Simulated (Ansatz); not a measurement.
# BNH2+ (quartet): the correlation ladder, cc-pVDZ

How much of the correlation energy of BNH2+ (quartet) does each wave-function method recover here?

Program: Ansatz 0.2.0, Gaussian basis. Level of theory: cc-pVDZ, core rule «outside noble gas», up to 2 orbitals frozen. These are calculated values, not measurements.

The runs, in order: UHF; CCSD(T) on ROHF; CCSD(T) on UHF; BCCD(T) on ROHF; CISD as a restricted active space (open shells left free, so some higher excitations enter); CCSDT(Q) on ROHF; CCSDT(Q) on UHF.

24 further runs of the same task are left out: 3 for a known fault of the program, 11 that didn't finish, 10 set aside as unsound or not needed. Runs told in other sessions of the task aren't counted.

## 1. The geometry

The geometry is a PBE0/def2-TZVP stationary point (not a proven minimum) of the parent state, kept for this charge and spin.

4 atoms, charge 1, spin multiplicity 4.

Atoms are counted from 1 here; the program's logs count them from 0.

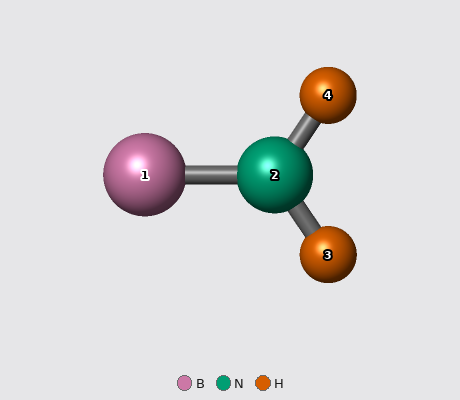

The structure; boron pink, nitrogen teal, hydrogen orange; atoms are numbered from 1 in the order of the file.

As a file:

```xyz
4

B     0.0000    0.0000    0.8588
N     0.0000    0.0000   -0.5086
H     0.0000   -0.8409   -1.0720
H     0.0000    0.8409   -1.0720
```

In the tables R marks a restricted open-shell determinant and U an unrestricted one; energies count from the table's Hartree-Fock row.

## 2. UHF

in.yaml

```yaml
crystal:
  periodic: [false, false, false]
  atoms:
    - {symbol: B, position_ang: [0.000000, 0.000000, 0.858848]}
    - {symbol: N, position_ang: [0.000000, 0.000000, -0.508608]}
    - {symbol: H, position_ang: [0.000000, -0.840950, -1.072031]}
    - {symbol: H, position_ang: [0.000000, 0.840950, -1.072031]}
basis:
  gaussian: {orbitals: cc-pVDZ}
total_charge: 1
magnetization: {spin_polarized: true, initial_magnetization: 3}
hamiltonian: {xc: hf}
output: {orbitals: {seedname: orbitals}}
```

The run is started by

```
ansatz run in.yaml --threads 1 --pin off --events-out ev --progress --plain --max-ram 2393MiB
```

The log of the run:

```text
Functional definition: HF
  name "HF"
  cite "Fock, Z. Phys. 61, 126 (1930) doi:10.1007/BF01340294"
  parent pbe
  exchange = exact_x
  correlation = 0
355 factors; integrals over basis functions are off by at most 1.3e-3 eV
mean field evaluation 1: about -2170.0977 eV, gradient 2.1e1 eV
mean field evaluation 2: about -2170.0981 eV, gradient 2.1e1 eV
mean field evaluation 4: about -2172.6169 eV, gradient 2.4e0 eV
mean field evaluation 8: about -2172.6931 eV, gradient 2.4e-4 eV
mean field evaluation 16: about -2172.3652 eV, gradient 9.1e-1 eV
mean field evaluation 32: about -2171.7384 eV, gradient 2.1e0 eV
mean field -2172.69313699 eV, -79.8450000801 hartree, gradient 1.4e-5 eV, S^2 3.754537; 3 other end points of the search recorded, 0 dependent functions left out
reference -2172.69313699 eV, -79.8450000801 hartree; 8, 5 occupied and 30, 33 virtual orbitals, 355 factors
Total energy: -2172.69313699 eV, -79.8450000801 hartree
```

Run time: 0.24 s. Hardware: 1 thread of Arm Neoverse V1, shared host.

From the report: ⟨S²⟩ of the determinant 3.755 (pure quartet: 3.75).

## 3. CCSD(T) on ROHF

Changes to in.yaml since step 2:

```diff
@@ -10,4 +10,3 @@
 total_charge: 1
-magnetization: {spin_polarized: true, initial_magnetization: 3}
-hamiltonian: {xc: hf}
-output: {orbitals: {seedname: orbitals}}
+magnetization: {spin_polarized: false, initial_magnetization: 3}
+correlation: {method: ccsd_t, electrons: outside_noble_gas}
```

Same command.

The log of the run, cut to the lines that bear on the results:

```text
Functional definition: HF
  name "HF"
  cite "Fock, Z. Phys. 61, 126 (1930) doi:10.1007/BF01340294"
  parent pbe
[...]
355 factors; integrals over basis functions are off by at most 1.3e-3 eV
[...]
mean field -2172.60104048 eV, -79.8416155957 hartree, gradient 8.7e-7 eV, S^2 3.750000; 6 other end points of the search recorded, 0 dependent functions left out
[...]
determinant -2172.60104048 eV, -79.8416155957 hartree, with singles and doubles -2177.57732786 eV, -80.0244907840 hartree
determinant -2171.64941878 eV, -79.8066441432 hartree, with singles and doubles -2176.55087796 eV, -79.9867694460 hartree
2 core orbitals not correlated: weight in the atoms' cores, before any rotation towards them, 1.000 or more for the frozen orbitals, at most 0.000 for the correlated occupied ones
reference -2172.60104048 eV, -79.8416155957 hartree; 6, 3 occupied and 30, 33 virtual orbitals, 355 factors
second order -4.29406285 eV of doubles, -0.06545558 eV of singles
cycle   1  -4.97629666 eV  change   -9.3e-6 eV  update   1.6e-4
[...]
cycle   6  -4.97632409 eV  change   -1.6e-6 eV  update   4.5e-7
perturbative correction -0.09312912 eV, -0.0034224321 hartree
Total energy: -2177.67049369 eV, -80.0279145649 hartree
```

Run time: 1.1 s. Hardware: 1 thread of Arm Neoverse V1, shared host.

From the report: correlation -5.0695 eV; T1 0.013; largest double amplitude 0.03.

## 4. CCSD(T) on UHF

Changes to in.yaml since step 3:

```diff
@@ -10,3 +10,3 @@
 total_charge: 1
-magnetization: {spin_polarized: false, initial_magnetization: 3}
+magnetization: {spin_polarized: true, initial_magnetization: 3}
 correlation: {method: ccsd_t, electrons: outside_noble_gas}
```

Same command.

The log of the run, cut to the lines that bear on the results:

```text
Functional definition: HF
  name "HF"
  cite "Fock, Z. Phys. 61, 126 (1930) doi:10.1007/BF01340294"
  parent pbe
[...]
355 factors; integrals over basis functions are off by at most 1.3e-3 eV
[...]
mean field -2172.69313699 eV, -79.8450000801 hartree, gradient 1.2e-6 eV, S^2 3.754537; 6 other end points of the search recorded, 0 dependent functions left out
determinant -2172.69313699 eV, -79.8450000801 hartree, with singles and doubles -2177.57913817 eV, -80.0245573117 hartree
determinant -2171.79260386 eV, -79.8119060979 hartree, with singles and doubles -2176.55335151 eV, -79.9868603472 hartree
2 core orbitals not correlated: weight in the atoms' cores, before any rotation towards them, 1.000 or more for the frozen orbitals, at most 0.000 for the correlated occupied ones
reference -2172.69313699 eV, -79.8450000801 hartree; 6, 3 occupied and 30, 33 virtual orbitals, 355 factors
second order -4.25814033 eV of doubles, -0.00000000 eV of singles
cycle   1  -4.88600644 eV  change   -5.3e-6 eV  update   1.6e-4
[...]
cycle   6  -4.88603189 eV  change   -1.8e-6 eV  update   4.6e-7
perturbative correction -0.09226175 eV, -0.0033905568 hartree
Total energy: -2177.67143063 eV, -80.0279489968 hartree
```

Wall time 1 s (1 thread of Arm Neoverse V1, shared host).

From the report: ⟨S²⟩ of the determinant 3.755 (pure quartet: 3.75); correlation -4.9783 eV; T1 0.011; largest double amplitude 0.03.

## 5. BCCD(T) on ROHF

Changes to in.yaml since step 4:

```diff
@@ -10,3 +10,3 @@
 total_charge: 1
-magnetization: {spin_polarized: true, initial_magnetization: 3}
-correlation: {method: ccsd_t, electrons: outside_noble_gas}
+magnetization: {spin_polarized: false, initial_magnetization: 3}
+correlation: {method: bccd_t, electrons: outside_noble_gas}
```

The command is unchanged.

The log of the run, cut to the lines that bear on the results:

```text
Functional definition: HF
  name "HF"
  cite "Fock, Z. Phys. 61, 126 (1930) doi:10.1007/BF01340294"
  parent pbe
[...]
355 factors; integrals over basis functions are off by at most 1.3e-3 eV
[...]
mean field -2172.60104048 eV, -79.8416155957 hartree, gradient 8.7e-7 eV, S^2 3.750000; 6 other end points of the search recorded, 0 dependent functions left out
[...]
determinant -2172.60104048 eV, -79.8416155957 hartree, with singles and doubles -2177.57732786 eV, -80.0244907840 hartree
determinant -2171.64941878 eV, -79.8066441432 hartree, with singles and doubles -2176.55087796 eV, -79.9867694460 hartree
2 core orbitals not correlated: weight in the atoms' cores, before any rotation towards them, 1.000 or more for the frozen orbitals, at most 0.000 for the correlated occupied ones
reference -2172.60104048 eV, -79.8416155957 hartree; 6, 3 occupied and 30, 33 virtual orbitals, 355 factors
second order -4.29406285 eV of doubles, -0.06545558 eV of singles
cycle   1  -4.97407194 eV  change    2.2e-3 eV  update   2.2e-3
[...]
cycle   6  -4.97363856 eV  change    9.6e-7 eV  update   4.7e-6
perturbative correction -0.09580200 eV, -0.0035206587 hartree
Total energy: -2177.67048104 eV, -80.0279141002 hartree
```

Run time: 1.3 s. Hardware: 1 thread of Arm Neoverse V1, shared host.

From the report: correlation -5.0694 eV; largest double amplitude 0.03.

## 6. CISD as a restricted active space (open shells left free, so some higher excitations enter)

Changes to in.yaml since step 5:

```diff
@@ -11,2 +11,2 @@
 magnetization: {spin_polarized: false, initial_magnetization: 3}
-correlation: {method: bccd_t, electrons: outside_noble_gas}
+correlation: {active_space: {ras: {orbitals: [3, 3, 30], electrons: 9, max_holes: 2, max_particles: 2}, fixed_orbitals: true}}
```

Launched as before.

The log of the run:

```text
Functional definition: HF
  name "HF"
  cite "Fock, Z. Phys. 61, 126 (1930) doi:10.1007/BF01340294"
  parent pbe
  exchange = exact_x
  correlation = 0
355 factors; integrals over basis functions are off by at most 1.3e-3 eV
mean field evaluation 1: about -2170.4120 eV, gradient 2.4e1 eV
mean field evaluation 2: about -2170.4122 eV, gradient 2.4e1 eV
mean field evaluation 4: about -2172.5760 eV, gradient 2.3e0 eV
mean field evaluation 8: about -2172.6010 eV, gradient 4.2e-4 eV
mean field evaluation 16: about -2171.6494 eV, gradient 2.4e-6 eV
mean field evaluation 32: about -2171.6505 eV, gradient 5.3e-3 eV
mean field -2172.60104048 eV, -79.8416155957 hartree, gradient 8.7e-7 eV, S^2 3.750000; 6 other end points of the search recorded, 0 dependent functions left out
reference -2172.60104048 eV, -79.8416155957 hartree; 8, 5 occupied and 30, 33 virtual orbitals, 355 factors
state -2177.39580383 eV, -80.0178198990 hartree
Total energy: -2177.39580383 eV, -80.0178198990 hartree
```

It took 2.6 s on 1 thread of Arm Neoverse V1, shared host.

From the report: 28,374 determinants.

## 7. CCSDT(Q) on ROHF

Changes to in.yaml since step 6:

```diff
@@ -11,2 +11,2 @@
 magnetization: {spin_polarized: false, initial_magnetization: 3}
-correlation: {active_space: {ras: {orbitals: [3, 3, 30], electrons: 9, max_holes: 2, max_particles: 2}, fixed_orbitals: true}}
+correlation: {method: ccsdt_q, electrons: outside_noble_gas}
```

Same command.

The log of the run, cut to the lines that bear on the results:

```text
Functional definition: HF
  name "HF"
  cite "Fock, Z. Phys. 61, 126 (1930) doi:10.1007/BF01340294"
  parent pbe
[...]
713 factors; integrals over basis functions are off by at most 2.2e-7 eV
[...]
mean field -2172.60106313 eV, -79.8416164283 hartree, gradient 8.7e-7 eV, S^2 3.750000; 6 other end points of the search recorded, 0 dependent functions left out
[...]
determinant -2172.60106313 eV, -79.8416164283 hartree, with singles and doubles -2177.57733864 eV, -80.0244911801 hartree
determinant -2171.64944053 eV, -79.8066449427 hartree, with singles and doubles -2176.55088919 eV, -79.9867698584 hartree
2 core orbitals not correlated: weight in the atoms' cores, before any rotation towards them, 1.000 or more for the frozen orbitals, at most 0.000 for the correlated occupied ones
reference -2172.60106313 eV, -79.8416164283 hartree; 6, 3 occupied and 30, 33 virtual orbitals, 713 factors
second order -4.29406910 eV of doubles, -0.06545547 eV of singles
cycle   1  -4.80875174 eV  change   -4.5e-1 eV  update   4.7e-2
[...]
cycle  15  -5.08271860 eV  change    7.6e-7 eV  update   3.3e-7
perturbative correction -0.00549791 eV, -0.0002020444 hartree
Total energy: -2177.68927965 eV, -80.0286049361 hartree
```

Run time: 12 s. Hardware: 1 thread of Arm Neoverse V1, shared host.

From the report: correlation -5.0882 eV; T1 0.013; largest double amplitude 0.03.

## 8. CCSDT(Q) on UHF

Changes to in.yaml since step 7:

```diff
@@ -10,3 +10,3 @@
 total_charge: 1
-magnetization: {spin_polarized: false, initial_magnetization: 3}
+magnetization: {spin_polarized: true, initial_magnetization: 3}
 correlation: {method: ccsdt_q, electrons: outside_noble_gas}
```

Launched as before.

The log of the run, cut to the lines that bear on the results:

```text
Functional definition: HF
  name "HF"
  cite "Fock, Z. Phys. 61, 126 (1930) doi:10.1007/BF01340294"
  parent pbe
[...]
713 factors; integrals over basis functions are off by at most 2.2e-7 eV
[...]
mean field -2172.69315943 eV, -79.8450009048 hartree, gradient 1.2e-6 eV, S^2 3.754537; 6 other end points of the search recorded, 0 dependent functions left out
determinant -2172.69315943 eV, -79.8450009048 hartree, with singles and doubles -2177.57914915 eV, -80.0245577150 hartree
determinant -2171.79262532 eV, -79.8119068866 hartree, with singles and doubles -2176.55336240 eV, -79.9868607475 hartree
2 core orbitals not correlated: weight in the atoms' cores, before any rotation towards them, 1.000 or more for the frozen orbitals, at most 0.000 for the correlated occupied ones
reference -2172.69315943 eV, -79.8450009048 hartree; 6, 3 occupied and 30, 33 virtual orbitals, 713 factors
second order -4.25814672 eV of doubles, -0.00000000 eV of singles
cycle   1  -4.70975301 eV  change   -4.5e-1 eV  update   4.8e-2
[...]
cycle  15  -4.99158568 eV  change    8.0e-7 eV  update   3.5e-7
perturbative correction -0.00557739 eV, -0.0002049654 hartree
Total energy: -2177.69032250 eV, -80.0286432604 hartree
```

Run time: 11 s. Hardware: 1 thread of Arm Neoverse V1, shared host.

From the report: ⟨S²⟩ of the determinant 3.755 (pure quartet: 3.75); correlation -4.9972 eV; T1 0.011; largest double amplitude 0.03.

## 9. All levels against the top one

The yardstick is UCCSDT(Q), where the cluster series has nearly closed. Rows without a time are mean-field rows or come out of runs for another level: lower rungs of the coupled-cluster runs, or the Hartree-Fock search.

Differences are taken before rounding.

| method | energy from the lowest ROHF (kcal/mol) | from UCCSDT(Q) (kcal/mol) | time |
| --- | --- | --- | --- |
| ROHF | 0.00 | +117.36 |  |
| UHF | -2.12 | +115.24 |  |
| RMP2 | -100.53 | +16.83 |  |
| UMP2 | -100.32 | +17.04 |  |
| CISD | -110.57 | +6.79 | 2.6 s |
| RCCSD | -114.76 | +2.60 |  |
| UCCSD | -114.80 | +2.56 |  |
| RCCSD(T) | -116.90 | +0.46 | 1.1 s |
| UCCSD(T) | -116.93 | +0.44 | 1 s |
| BCCD(T) | -116.90 | +0.46 | 1.3 s |
| RCCSDT | -117.21 | +0.15 |  |
| UCCSDT | -117.23 | +0.13 |  |
| RCCSDT(Q) | -117.34 | +0.02 | 12 s |
| UCCSDT(Q) | -117.36 | 0 | 11 s |

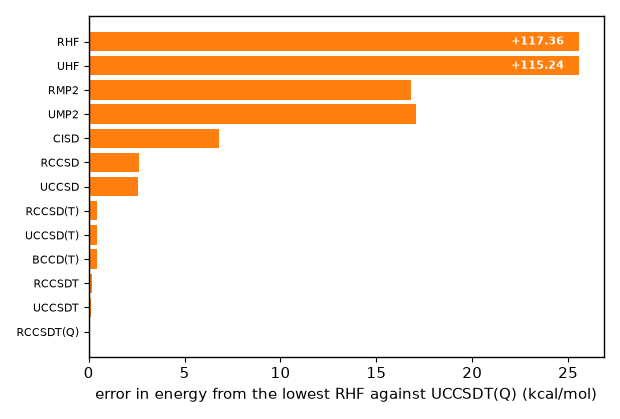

Error of each method against UCCSDT(Q). Bars with a number in them are cut short.

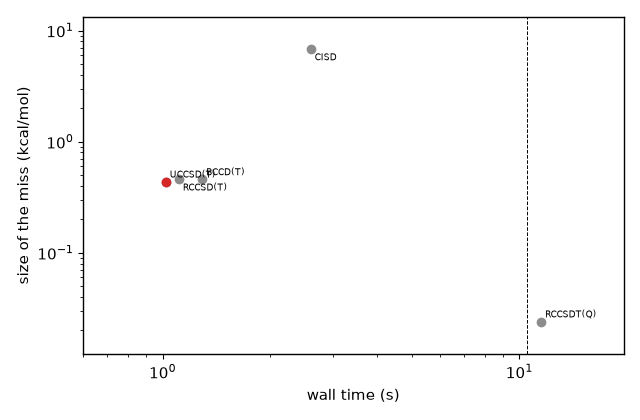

Accuracy for the time spent; red marks the levels that beat every quicker one drawn (of those quicker than the yardstick), and the dashed line is the time of UCCSDT(Q). Times are from a shared host.

## 10. Results

| quantity | value |
| --- | --- |
| UCCSDT(Q) from the ROHF energy | -5.0893 eV |
| RMP2 from UCCSDT(Q) | +16.83 kcal/mol |
| UMP2 from UCCSDT(Q) | +17.04 kcal/mol |
| RCCSD from UCCSDT(Q) | +2.60 kcal/mol |
| RCCSD(T) from UCCSDT(Q) | +0.46 kcal/mol |
| UCCSD(T) from UCCSDT(Q) | +0.44 kcal/mol |
| RCCSDT(Q) from UCCSDT(Q) | +0.02 kcal/mol |
| levels within 1 kcal/mol (43 meV) | RCCSD(T), UCCSD(T), BCCD(T), RCCSDT, UCCSDT, RCCSDT(Q) |
| T1 diagnostic | 0.013 |

RCCSD(T) misses by +0.46 kcal/mol, 0.4 % of the correlation energy. These misses are within one basis, not against nature; the frozen cores of restricted and unrestricted runs differ, which can shift their rows.

With open shells the CI space here admits some higher excitations, so it is larger than plain CISD.

For cost: UCCSD(T) gets within 0.44 kcal/mol in 1 s, where UCCSDT(Q) took 11 s.
